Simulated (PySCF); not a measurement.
CH6AsNSi

```yaml
atoms:
  - { symbol: N, position_ang: [1.3805, -1.0415, -0.1005] }
  - { symbol: C, position_ang: [1.1684, 0.1801, -0.3847] }
  - { symbol: Si, position_ang: [-0.5036, 0.9870, 0.0392] }
  - { symbol: As, position_ang: [-2.1022, -0.5942, 0.7500] }
  - { symbol: H, position_ang: [2.3290, -1.3250, -0.3752] }
  - { symbol: H, position_ang: [1.9370, 0.8212, -0.8695] }
  - { symbol: H, position_ang: [-0.2688, 1.9992, 1.1176] }
  - { symbol: H, position_ang: [-1.0007, 1.7258, -1.1643] }
  - { symbol: H, position_ang: [-1.0110, -1.3637, 1.4857] }
  - { symbol: H, position_ang: [-1.8782, -1.4100, -0.5194] }
```

Geometry: PBE0-D3(BJ)/def2-SVP.

Computed with PBE0/def2-SVPD, SCF density, gas phase in PySCF.

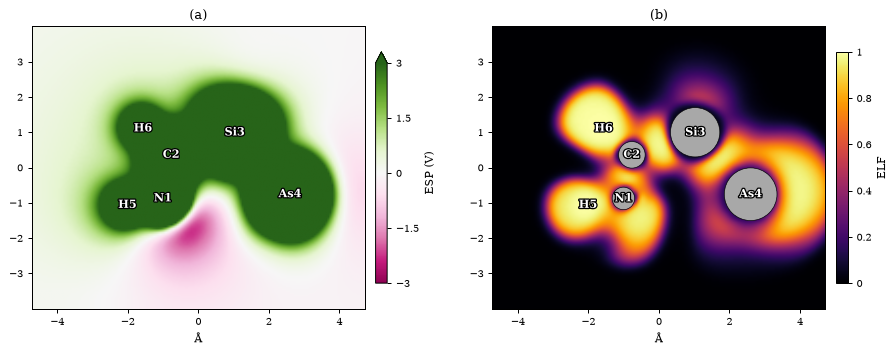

Figure 1. (a) molecular electrostatic potential; (b) electron localisation function on the plane of atoms C2, Si3 and As4. Grey discs cover the atomic cores in the ELF map.

Interpret the plot.

Answer. The plane passes through N, C, Si, As and H nuclei. C–N (1.27 Å): the ELF peaks at about 0.90 between the atoms, as expected for a covalent bond. C–Si (1.90 Å): the ELF peaks at about 1 between the atoms, as expected for a covalent bond. Si–As (2.36 Å): the ELF peaks at about 0.95 between the atoms, as expected for localised, covalent bonding. N–H (1.03 Å): the ELF climbs to about 1 towards the hydrogen, as it does in any bond to H (a covalent bond by its length). C–H (1.11 Å): the ELF climbs to about 1 towards the hydrogen; an ordinary covalent bond to hydrogen. The ELF also peaks beside N1 and As4, away from the bonds: lone-pair regions. Outside the dense part of the molecule the potential is most negative (−2.3 V) near N1.

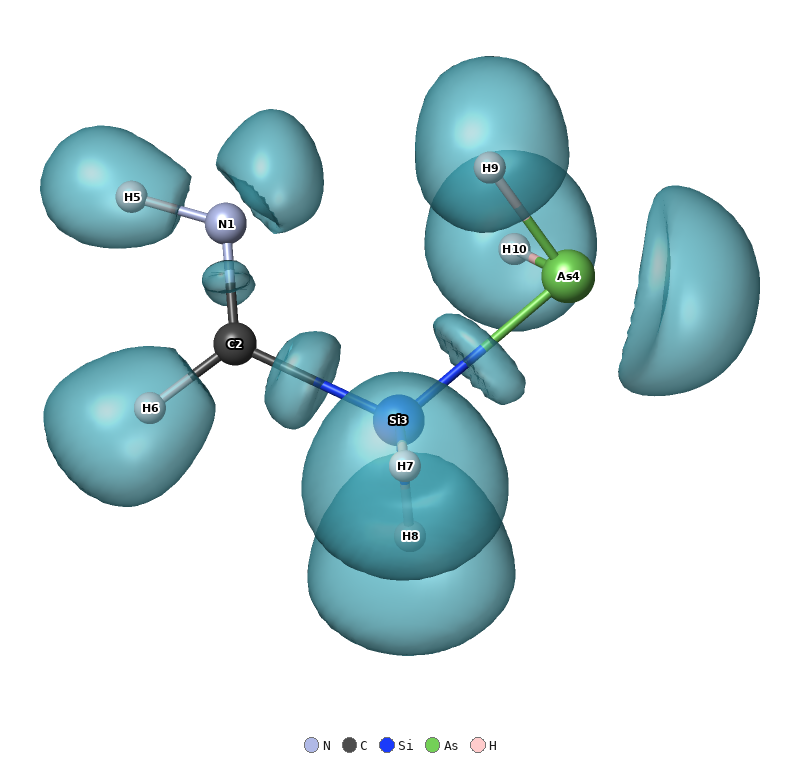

Figure 2. Isosurface of the electron localisation function at 0.85 (cyan), seen at a tilt. Only the valence region is drawn (cores and ρ < 0.01 e/Å³ removed).

Describe the localisation domains.

Answer. The surface consists of one region between bonded As–Si atoms (shared pairs), one region between bonded C–N atoms (shared pairs), one region between bonded C–Si atoms (shared pairs), six regions around hydrogen nuclei, one lobe on As, pointing away from the bonds (lone pairs) and one lobe on N, pointing away from the bonds (lone pairs).

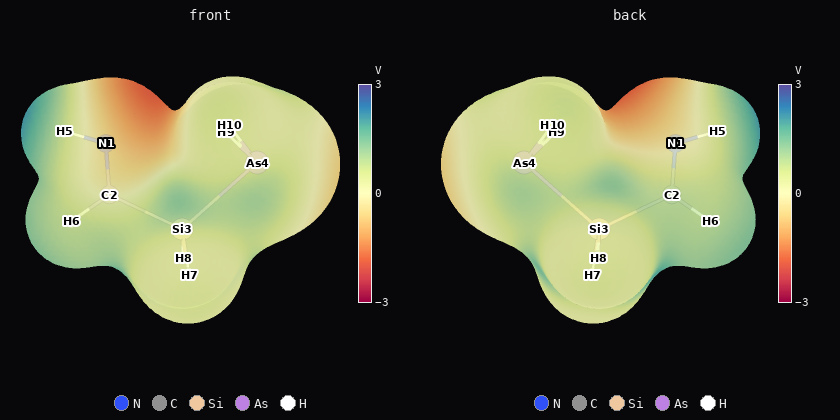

Figure 3. The electrostatic potential painted on the density surface at 0.004 e/bohr³, seen from the front and from behind; red is negative and blue positive.

Which sites attract a positive test charge, and which a negative one?

Answer. A positive charge is drawn to the negative regions and a negative charge to the positive ones. The most negative region (about −1.9 V) lies over N1, the most positive (about +2.0 V) over H5. N1 is the likeliest acceptor of a hydrogen bond.

What dipole moment does the calculation give?

Answer. Its dipole moment is 2.03 D.
